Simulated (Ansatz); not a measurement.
# ClH3S3Ti: geometry and vibrations

What shape does ClH3S3Ti take? The plan is to relax it, then compute its harmonic vibrations to see whether it is a minimum and to get the zero-point energy and entropy.

Program: Ansatz 0.2.0, Gaussian basis. Level of theory: RKS PBE0-D4/def2-TZVP. These are calculated values, not measurements.

Levels to be run: relaxation at PBE-D4/def2-SVP; relaxation at PBE0-D4/def2-TZVP; harmonic vibrations at the same level.

1 further run of the same task is left out (set aside as unsound or not needed).

## 1. The system as given

8 atoms, charge 0, spin multiplicity 1.

Atoms are counted from 1 here; the program's logs count them from 0.

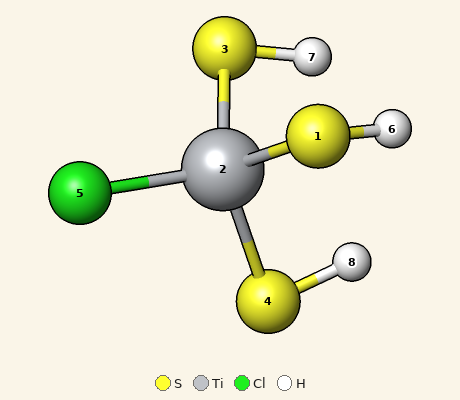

Start geometry, drawn with sulfur yellow, titanium light grey, chlorine green, hydrogen white; atoms are numbered from 1 in the order of the file.

Coordinates:

```mol
ClH3S3Ti
  3D, bonds by distance, orders not assigned

  8  7  0  0  0  0  0  0  0  0999 V2000
   -1.6162    1.4739    0.2309 S   0  0
    0.5415    0.5887    0.0482 Ti  0  0
    0.8533   -0.9803    1.8185 S   0  0
    0.8477   -0.5254   -2.0637 S   0  0
    2.1296    2.2953    0.1816 Cl  0  0
   -2.2569    0.2645    0.0892 H   0  0
   -0.1637   -1.7748    1.4015 H   0  0
   -0.2432   -1.3988   -1.7621 H   0  0
  1  2  8  0
  2  3  8  0
  2  4  8  0
  2  5  8  0
  1  6  8  0
  3  7  8  0
  4  8  8  0
M  END
```

The start is a force-field geometry with small random shifts, so a cheaper pass at PBE-D4/def2-SVP comes first.

## 2. Geometry optimisation, PBE-D4/def2-SVP (cheap first pass)

Contents of in.yaml:

```yaml
crystal:
  periodic: [false, false, false]
  atoms:
    - {symbol: S, position_ang: [-1.616200, 1.473900, 0.230900]}
    - {symbol: Ti, position_ang: [0.541500, 0.588700, 0.048200]}
    - {symbol: S, position_ang: [0.853300, -0.980300, 1.818500]}
    - {symbol: S, position_ang: [0.847700, -0.525400, -2.063700]}
    - {symbol: Cl, position_ang: [2.129600, 2.295300, 0.181600]}
    - {symbol: H, position_ang: [-2.256900, 0.264500, 0.089200]}
    - {symbol: H, position_ang: [-0.163700, -1.774800, 1.401500]}
    - {symbol: H, position_ang: [-0.243200, -1.398800, -1.762100]}
basis:
  gaussian: {orbitals: def2-SVP}
hamiltonian: {xc: pbe, dispersion: d4}
relax: {f_tol: 0.03, max_steps: 200}
```

Command:

```
$ ansatz run in.yaml --threads 4 --pin off --events-out ev --progress --plain --max-ram 10444MiB
```

The log of the run, cut to the lines that bear on the results:

```text
Functional definition: PBE
  name "PBE"
  cite "Perdew, Burke & Ernzerhof, Phys. Rev. Lett. 77, 3865 (1996) doi:10.1103/PhysRevLett.77.3865"
  parent pbe
[...]
1364 factors; their error is unknown
[...]
mean field -68155.74842264 eV, -2504.6775569066 hartree, gradient 8.8e-6 eV, S^2 0.000000; 0 other end points of the search recorded, 0 dependent functions left out
[...]
reference -68155.74851559 eV, -2504.6775603223 hartree; 45, 45 occupied and 73, 73 virtual orbitals, 1364 factors
relax step   1: F+E_penalty+E_count = -68156.06004095 eV  Δ(F+E_penalty+E_count) = +0.000e0 eV  max|allowed force component| = 1.414e0 eV/Å  Δτ_max = 0.0000 Å  (48 SCF iters, accepted)
[...]
relax step   4: F+E_penalty+E_count = -68156.45729162 eV  Δ(F+E_penalty+E_count) = -2.969e-4 eV  max|allowed force component| = 1.368e-2 eV/Å  Δτ_max = 0.0103 Å  (32 SCF iters, accepted)
[...]
relax step   7: F+E_penalty+E_count = -68156.46120711 eV  Δ(F+E_penalty+E_count) = -3.847e-3 eV  max|allowed force component| = 1.882e-1 eV/Å  Δτ_max = 0.0970 Å  (32 SCF iters, accepted)
[...]
relax step  10: F+E_penalty+E_count = -68156.59427526 eV  Δ(F+E_penalty+E_count) = -6.987e-2 eV  max|allowed force component| = 1.085e-1 eV/Å  Δτ_max = 0.1997 Å  (36 SCF iters, accepted)
[...]
relax step  13: F+E_penalty+E_count = -68156.62675233 eV  Δ(F+E_penalty+E_count) = -1.010e-2 eV  max|allowed force component| = 1.920e-2 eV/Å  Δτ_max = 0.0853 Å  (31 SCF iters, accepted)
[...]
relax step  14: F+E_penalty+E_count = -68156.62721243 eV  Δ(F+E_penalty+E_count) = -4.601e-4 eV  max|allowed force component| = 3.468e-2 eV/Å  Δτ_max = 0.0382 Å  (31 SCF iters, accepted)
[...]
relax step  15: F+E_penalty+E_count = -68156.62734200 eV  Δ(F+E_penalty+E_count) = -1.296e-4 eV  max|allowed force component| = 2.880e-3 eV/Å  Δτ_max = 0.0089 Å  (32 SCF iters, accepted)
1364 factors; their error is unknown
mean field -68156.29027890 eV, -2504.6974697567 hartree, gradient 1.3e-5 eV, S^2 0.000000; 1 other end points of the search recorded, 0 dependent functions left out
[...]
reference -68156.29037180 eV, -2504.6974731709 hartree; 45, 45 occupied and 73, 73 virtual orbitals, 1364 factors
Total energy: -68156.62743490 eV, -2504.7098600112 hartree
Atom 0 at    -1.633435     1.344873    -0.258979 Å, force    -0.000955    -0.000067    -0.000077 eV/Å
Atom 1 at     0.462151     0.481410     0.039219 Å, force     0.002654     0.002880     0.001019 eV/Å
Atom 2 at     0.453990    -0.785695     1.941894 Å, force    -0.001129    -0.000736     0.000149 eV/Å
Atom 3 at     0.934587    -0.885392    -1.731291 Å, force     0.001985    -0.001101    -0.001182 eV/Å
Atom 4 at     1.935926     2.079760     0.189619 Å, force    -0.000570    -0.000491    -0.000406 eV/Å
Atom 5 at    -2.088386     0.456749     0.674336 Å, force     0.000150    -0.000449     0.000100 eV/Å
Atom 6 at     0.417942    -1.899096     1.150728 Å, force    -0.000167    -0.000103     0.000214 eV/Å
Atom 7 at    -0.390675    -0.849510    -2.061425 Å, force    -0.001968     0.000067     0.000183 eV/Å
Dipole moment:    -0.301533    -0.326175    -0.030955 e Å
```

Wall time 26 s (4 threads of Arm Neoverse V2, shared host).

The steps of the relaxation: (the energy doesn't fall at every step)

| step | energy from step 1 (eV) | largest force component (eV/Å) |
| --- | --- | --- |
| 1 | 0.0000 | 1.4143 |
| 2 | -0.3849 | 0.4105 |
| 3 | -0.3970 | 0.0578 |
| 4 | -0.3973 | 0.0137 |
| 5 | -0.3973 | 0.0092 |
| 6 | -0.3804 | 0.7774 |
| 7 | -0.4012 | 0.1882 |
| 8 | -0.4102 | 0.5060 |
| 9 | -0.4644 | 0.2890 |
| 10 | -0.5342 | 0.1085 |
| 11 | -0.5517 | 0.0835 |
| 12 | -0.5566 | 0.1105 |
| 13 | -0.5667 | 0.0192 |
| 14 | -0.5672 | 0.0347 |
| 15 | -0.5673 | 0.0029 |

The force was under the threshold of 0.03 eV/Å already at step 4, but the program went on to step 15.

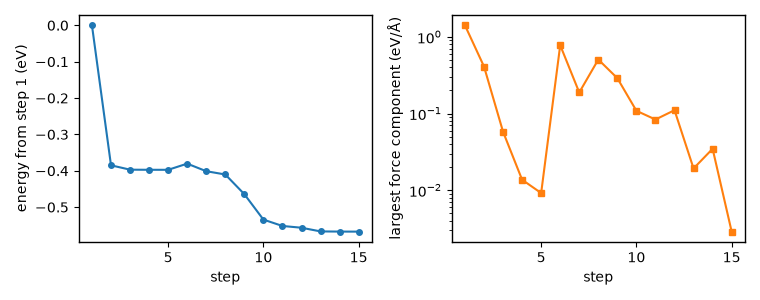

Energy and largest force along the relaxation.

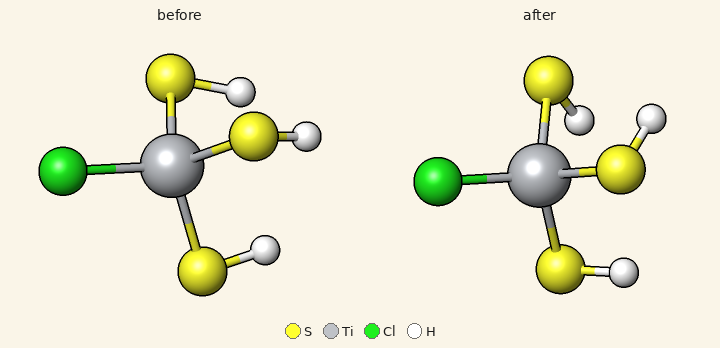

The geometry before (left) and after (right).

Close pairs (by a distance rule), those that changed most:

```csv
bond,before (Å),after (Å),change (Å)
Ti2–Cl5,2.335,2.179,-0.156
Ti2–S4,2.407,2.286,-0.121
Ti2–S3,2.386,2.286,-0.100
S4–H8,1.430,1.366,-0.063
S1–Ti2,2.339,2.286,-0.053
S3–H7,1.356,1.366,+0.010
S1–H6,1.376,1.366,-0.010
```

## 3. Optimising with PBE0-D4/def2-TZVP

Contents of in.yaml:

```yaml
crystal:
  periodic: [false, false, false]
  atoms:
    - {symbol: S, position_ang: [-1.633435, 1.344873, -0.258979]}
    - {symbol: Ti, position_ang: [0.462151, 0.481410, 0.039219]}
    - {symbol: S, position_ang: [0.453990, -0.785695, 1.941894]}
    - {symbol: S, position_ang: [0.934587, -0.885392, -1.731291]}
    - {symbol: Cl, position_ang: [1.935926, 2.079760, 0.189619]}
    - {symbol: H, position_ang: [-2.088386, 0.456749, 0.674336]}
    - {symbol: H, position_ang: [0.417942, -1.899096, 1.150728]}
    - {symbol: H, position_ang: [-0.390675, -0.849510, -2.061425]}
basis:
  gaussian: {orbitals: def2-TZVP}
hamiltonian: {xc: pbe0, dispersion: d4}
relax: {f_tol: 0.005, max_steps: 150}
```

Launched as before.

The log of the run, cut to the lines that bear on the results:

```text
Functional definition: PBE0
  name "PBE0"
  cite "Adamo & Barone, J. Chem. Phys. 110, 6158 (1999) doi:10.1063/1.478522"
  cite "Perdew, Burke & Ernzerhof, Phys. Rev. Lett. 77, 3865 (1996) doi:10.1103/PhysRevLett.77.3865"
  parent pbe
[...]
1679 factors; their error is unknown
[...]
mean field -68178.55245381 eV, -2505.5155895950 hartree, gradient 4.2e-5 eV, S^2 0.000000; 0 other end points of the search recorded, 0 dependent functions left out
[...]
reference -68178.55248678 eV, -2505.5155908064 hartree; 45, 45 occupied and 166, 166 virtual orbitals, 1679 factors
relax step   1: F+E_penalty+E_count = -68178.84840590 eV  Δ(F+E_penalty+E_count) = +0.000e0 eV  max|allowed force component| = 4.911e-1 eV/Å  Δτ_max = 0.0000 Å  (30 SCF iters, accepted)
[...]
reference -68178.57562813 eV, -2505.5164412355 hartree; 45, 45 occupied and 166, 166 virtual orbitals, 1679 factors
Total energy: -68178.87172257 eV, -2505.5273225052 hartree
Atom 0 at    -1.619347     1.359946    -0.222389 Å, force    -0.001294     0.000142     0.000428 eV/Å
Atom 1 at     0.459839     0.478852     0.038813 Å, force     0.001425     0.001565     0.000089 eV/Å
Atom 2 at     0.492166    -0.788514     1.925678 Å, force     0.000141    -0.001280     0.000563 eV/Å
Atom 3 at     0.928939    -0.846406    -1.747610 Å, force    -0.000351    -0.000402    -0.001227 eV/Å
Atom 4 at     1.930027     2.073552     0.188830 Å, force    -0.001030    -0.001195    -0.000086 eV/Å
Atom 5 at    -2.137063     0.477995     0.653534 Å, force     0.000170     0.000658    -0.000500 eV/Å
Atom 6 at     0.408507    -1.921758     1.203261 Å, force     0.000132     0.000635     0.000634 eV/Å
Atom 7 at    -0.370968    -0.890568    -2.096016 Å, force     0.000808    -0.000124     0.000099 eV/Å
Dipole moment:    -0.298161    -0.322982    -0.030470 e Å
```

It took 32 s on 4 threads of Arm Neoverse V2, shared host; peak memory 0.81 GiB.

The steps of the relaxation:

```csv
step,energy from step 1 (eV),largest force component (eV/Å)
1,0.0000,0.4911
2,-0.0192,0.2153
3,-0.0230,0.0255
4,-0.0233,0.0059
5,-0.0233,0.0016
```

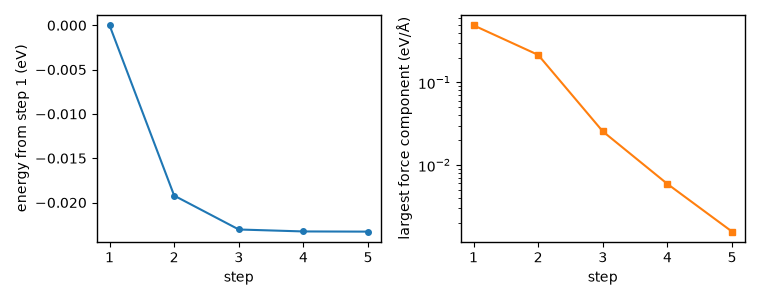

Energy and force, step by step.

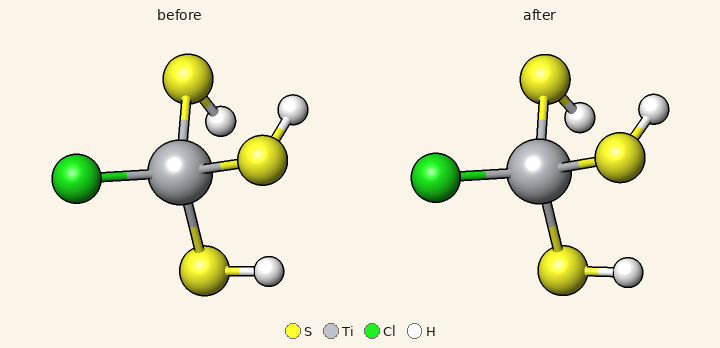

Before and after, at one scale.

Close pairs (by a distance rule), those that changed most:

```csv
bond,before (Å),after (Å),change (Å)
S3–H7,1.366,1.347,-0.020
S1–H6,1.366,1.347,-0.020
S4–H8,1.366,1.347,-0.020
S1–Ti2,2.286,2.273,-0.013
Ti2–S4,2.286,2.273,-0.013
Ti2–S3,2.286,2.273,-0.013
Ti2–Cl5,2.179,2.174,-0.005
```

Mulliken charges at the end point, from the run's report:

| atom | value (e) |
| --- | --- |
| S1 | -0.38 |
| Ti2 | 0.84 |
| S3 | -0.38 |
| S4 | -0.38 |
| Cl5 | -0.30 |
| H6 | 0.21 |
| H7 | 0.21 |
| H8 | 0.21 |

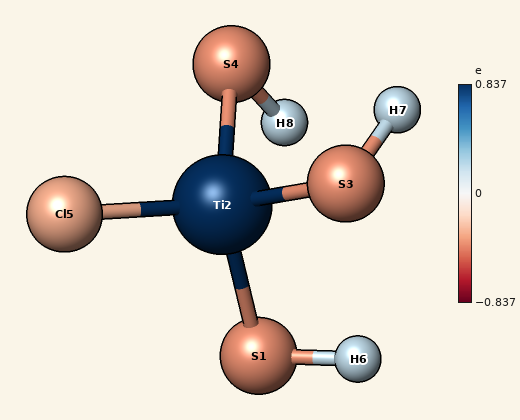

Mulliken charges at the end point, from the run's report, as colours on the atoms.

## 4. Harmonic vibrations

Contents of in.yaml:

```yaml
crystal:
  periodic: [false, false, false]
  atoms:
    - {symbol: S, position_ang: [-1.619347, 1.359946, -0.222389]}
    - {symbol: Ti, position_ang: [0.459839, 0.478852, 0.038813]}
    - {symbol: S, position_ang: [0.492166, -0.788514, 1.925678]}
    - {symbol: S, position_ang: [0.928939, -0.846406, -1.747610]}
    - {symbol: Cl, position_ang: [1.930027, 2.073552, 0.188830]}
    - {symbol: H, position_ang: [-2.137063, 0.477995, 0.653534]}
    - {symbol: H, position_ang: [0.408507, -1.921758, 1.203261]}
    - {symbol: H, position_ang: [-0.370968, -0.890568, -2.096016]}
basis:
  gaussian: {orbitals: def2-TZVP}
hamiltonian: {xc: pbe0, dispersion: d4}
phonons: {temperatures: {t_min: 298.15, t_max: 900, t_step: 200}}
```

The command is unchanged.

The log of the run, cut to the lines that bear on the results:

```text
Functional definition: PBE0
  name "PBE0"
  cite "Adamo & Barone, J. Chem. Phys. 110, 6158 (1999) doi:10.1063/1.478522"
  cite "Perdew, Burke & Ernzerhof, Phys. Rev. Lett. 77, 3865 (1996) doi:10.1103/PhysRevLett.77.3865"
  parent pbe
[...]
1679 factors; their error is unknown
[...]
mean field -68178.57559543 eV, -2505.5164400338 hartree, gradient 1.7e-5 eV, S^2 0.000000; 0 other end points of the search recorded, 0 dependent functions left out
[...]
reference -68178.57562837 eV, -2505.5164412444 hartree; 45, 45 occupied and 166, 166 virtual orbitals, 1679 factors
[...]
1679 factors; their error is unknown
mean field -68178.57546017 eV, -2505.5164350630 hartree, gradient 2.0e-6 eV, S^2 0.000000; 0 other end points of the search recorded, 0 dependent functions left out
[...]
reference -68178.57549311 eV, -2505.5164362734 hartree; 45, 45 occupied and 166, 166 virtual orbitals, 1679 factors
[...]
Atom 0 at    -1.619347     1.359946    -0.222389 Å, force    -0.001300     0.000148     0.000428 eV/Å
Atom 1 at     0.459839     0.478852     0.038813 Å, force     0.001435     0.001574     0.000084 eV/Å
Atom 2 at     0.492166    -0.788514     1.925678 Å, force     0.000142    -0.001267     0.000580 eV/Å
Atom 3 at     0.928939    -0.846406    -1.747610 Å, force    -0.000343    -0.000399    -0.001223 eV/Å
Atom 4 at     1.930027     2.073552     0.188830 Å, force    -0.001036    -0.001203    -0.000089 eV/Å
Atom 5 at    -2.137063     0.477995     0.653534 Å, force     0.000170     0.000655    -0.000498 eV/Å
Atom 6 at     0.408507    -1.921758     1.203261 Å, force     0.000128     0.000619     0.000622 eV/Å
Atom 7 at    -0.370968    -0.890568    -2.096016 Å, force     0.000803    -0.000128     0.000095 eV/Å
Dipole moment:    -0.298161    -0.322982    -0.030470 e Å
Vibrations: 74.55 75.13 128.72 128.79 130.23 145.74 146.21 256.15 362.29 392.07 392.21 452.73 508.72 520.15 520.25 2698.66 2698.73 2699.41 cm⁻¹, zero-point energy 0.764408 eV
```

It took 3.1 min on 4 threads of Arm Neoverse V2, shared host; peak memory 0.82 GiB.

Motions are named by where the mode's potential energy lies. The modes, unscaled (a negative number is an imaginary wavenumber):

```csv
mode,cm⁻¹,motion
1,75,bend with torsion
2,75,bend with torsion
3,129,bend with torsion
4,129,bend with torsion
5,130,torsion with bend
6,146,torsion
7,146,torsion
8,256,torsion
9,362,Ti–S stretch
10,392,bend with Ti–S stretch
11,392,bend with Ti–S stretch
12,453,bend
13,509,Ti–Cl stretch with bend
14,520,bend with Ti–S stretch
15,520,bend with Ti–S stretch
16,2699,S–H stretch
17,2699,S–H stretch
18,2699,S–H stretch
```

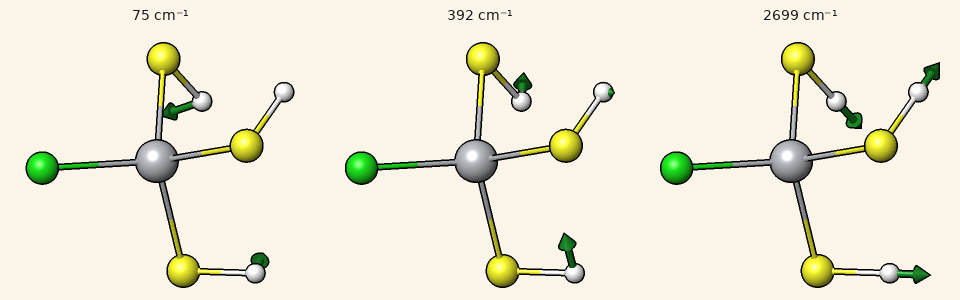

Displacements of 3 modes, as arrows.

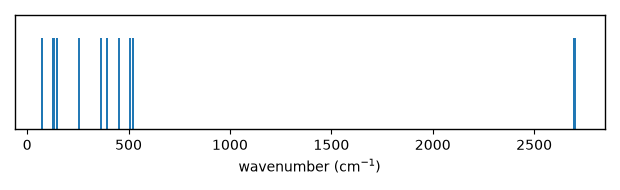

The harmonic wavenumbers as sticks (no intensities were computed).

From these modes and the moments of inertia (298.15 K, 1 bar, symmetry number 3):

```csv
term,value
zero-point energy,17.6 kcal/mol
H(298) − E,24.6 kcal/mol
"entropy, translation",173.8 J/(mol K)
"entropy, rotation",115.8 J/(mol K)
"entropy, vibration",124.6 J/(mol K)
"entropy, total",414.2 J/(mol K)
```

## 5. Summary of results

```
                  quantity            value
               point group               C3
                     steps           15 + 5
shift from the start (rms)          0.483 Å
              total energy   -68178.8717 eV
           dispersion term         -296 meV
             dipole moment           2.12 D
lowest, highest wavenumber    75, 2699 cm⁻¹
         zero-point energy    17.6 kcal/mol
       entropy at 298.15 K  414.2 J/(mol K)
```

What this shows: The atoms moved 0.48 Å (rms) from the start; the bond that changed most is Ti2–Cl5, from 2.335 to 2.174 Å. All wavenumbers are real, so the end point is a minimum. The stiffest mode, 2699 cm⁻¹, is an S–H stretch, and 7 modes under 200 cm⁻¹ make the vibrational entropy uncertain. Harmonic hybrid wavenumbers usually lie a few per cent above measured fundamentals. The largest Mulliken charge, +0.84 e, sits on Ti2.
